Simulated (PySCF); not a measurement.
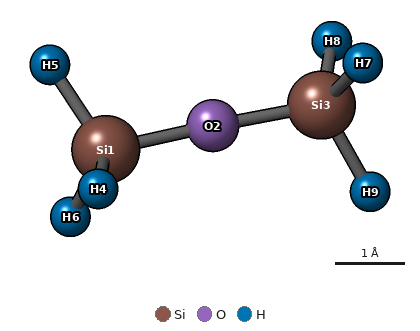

**Figure 1.** The structure as given in the input (ball-and-stick view, seen at a tilt; atoms are numbered from 1 in the order of the input). Bond lengths as drawn: H–Si 1.49 Å and O–Si 1.65 Å.

## Excited-state calculation of Si2H6O

The run: excited-state calculation of Si2H6O, SMILES [SiH3]O[SiH3]. Method and program: TDDFT CAM-B3LYP/def2-SVPD, vertical, gas phase, core orbitals frozen in the response (PySCF 2.14.0).

The geometry comes from this level: PBE0-D3(BJ)/def2-SVP.

Input:
```
{"job": {"kind": "uv", "xc": "CAM-B3LYP", "basis": "def2-SVPD", "nstates": 6, "ntriplets": 2, "ip": true}, "charge": 0, "multiplicity": 1}
Si     0.029733    -1.089621    -1.235301
O     -0.041514    -0.014408     0.008274
Si    -0.026917     1.082719     1.234573
H      1.448471    -1.290813    -1.655793
H     -0.540714    -2.399799    -0.803329
H     -0.754823    -0.573529    -2.395852
H      1.085611     0.773280     2.181298
H     -1.323796     1.031407     1.972009
H      0.168422     2.457498     0.685568
```

The first line tells a small driver script what to run in PySCF; the rest is the geometry in Å.

Machine: 1 CPU thread, shared host.

Command:
```bash
OMP_NUM_THREADS=1 python <driver script> task.json out
```

Log:
```
coarse grid: 8056 points
cycle   1  E = -657.4421733091  dE = -7.856e-02  |g| = 6.969e-01  |ddm| = 3.035e+00
cycle   2  E = -657.3453539417  dE =  9.682e-02  |g| = 1.008e+00  |ddm| = 1.354e+00
cycle   3  E = -657.5334937413  dE = -1.881e-01  |g| = 3.909e-02  |ddm| = 7.062e-01
cycle   4  E = -657.5339217917  dE = -4.281e-04  |g| = 9.224e-03  |ddm| = 9.881e-02
cycle   5  E = -657.5339471286  dE = -2.534e-05  |g| = 4.546e-04  |ddm| = 2.577e-02
cycle   6  E = -657.5339472701  dE = -1.415e-07  |g| = 7.758e-05  |ddm| = 2.812e-03
final grid: 67296 points
cycle   7  E = -657.6249188496  dE = -2.982e-06  |g| = 1.017e-03  |ddm| = 1.907e-02
cycle   8  E = -657.6249187199  dE =  1.297e-07  |g| = 1.374e-03  |ddm| = 2.580e-03
cycle   9  E = -657.6249190512  dE = -3.313e-07  |g| = 3.938e-05  |ddm| = 8.980e-04
cycle  10  E = -657.6249190519  dE = -6.457e-10  |g| = 1.406e-05  |ddm| = 2.177e-04
```

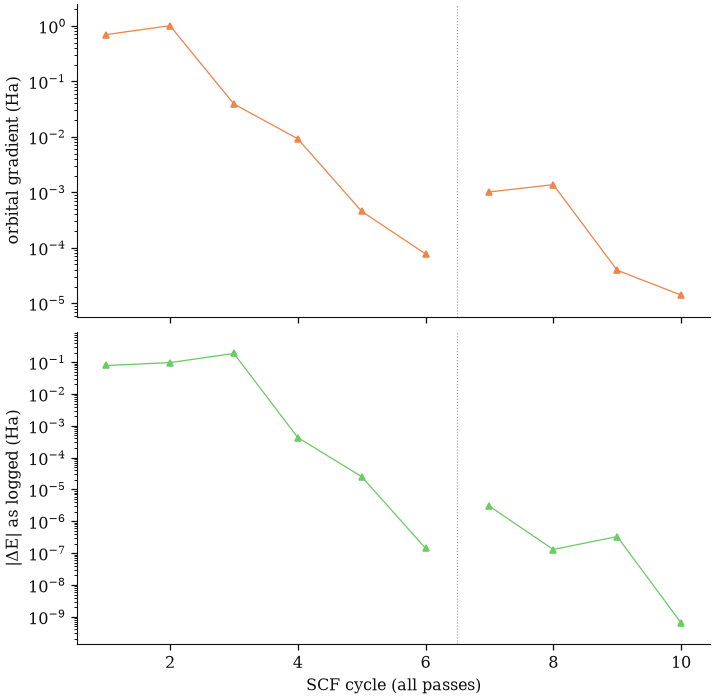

**Figure 2.** Convergence of the self-consistent field: orbital gradient and size of the energy change against the SCF cycle. The dotted line marks the change from a coarse to the final integration grid. The first 6 cycles use a coarse grid, the final grid takes over at cycle 7, and the field converges after 10 cycles in all.

```
converged SCF energy = -657.6249190519

Static polarisability (au): isotropic 58.255, principal 55.014 55.020 64.732

Singlet excitations
state   eV       nm        f      main configurations
  1   7.2291    171.5   0.00133   H->L 0.88
  2   7.2306    171.5   0.00133   H-1->L 0.88
  3   8.2548    150.2   0.00001   H-2->L 0.47, H-1->L+5 0.22, H-1->L+2 0.19
  4   8.2561    150.2   0.00002   H-3->L 0.47, H->L+5 0.23, H->L+2 0.19
  5   8.3939    147.7   0.12457   H->L+1 0.55, H-1->L+1 0.34
  6   8.3950    147.7   0.12536   H-1->L+1 0.55, H->L+1 0.34

Triplet excitations (Tamm-Dancoff, eV): 6.8833 6.8845
Vertical ionisation energy (delta-SCF) = 10.9222 eV
```

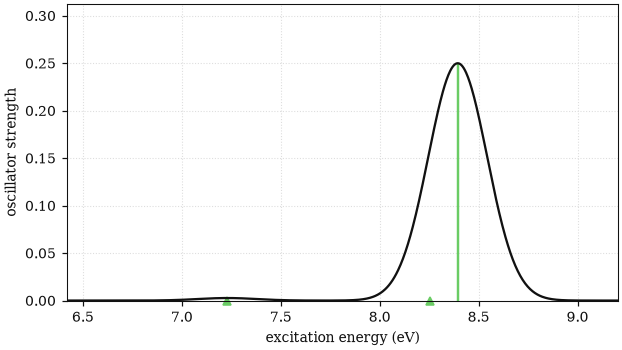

**Figure 3.** Computed excitations as sticks (degenerate states added up, dark ones marked on the axis), with a Gaussian envelope of 0.35 eV full width at half maximum, scaled to the tallest. Of the 6 states the lowest lies at 7.23 eV (f = 0.001); the strongest line is at 8.39 eV, or 148 nm (f = 0.250, summed over 2 states that lie within 0.004 eV).

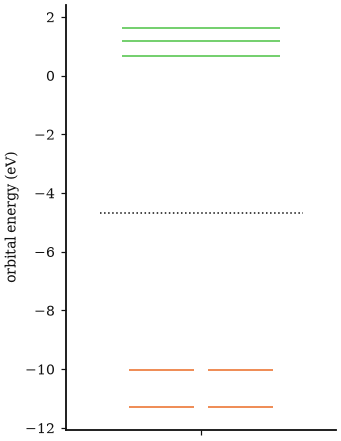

**Figure 4.** Orbital energies near the frontier; the dotted line parts filled from empty levels, and levels within 0.02 eV of each other stand side by side. Highest filled −10.02 eV, lowest empty 0.68 eV, 10.70 eV apart.

Key numbers:

| quantity | value |
| --- | --- |
| outcome | converged |
| total energy | −657.624919 hartree |
| HOMO | −10.02 eV |
| LUMO | 0.68 eV |
| dipole moment | 0.04 D |
| mean polarisability | 58.26 a.u. |
| vertical ionisation energy | 10.92 eV |
| lowest singlet excitation | 7.23 eV |
| wall time | 24 s |
| peak memory | 0.56 GiB |
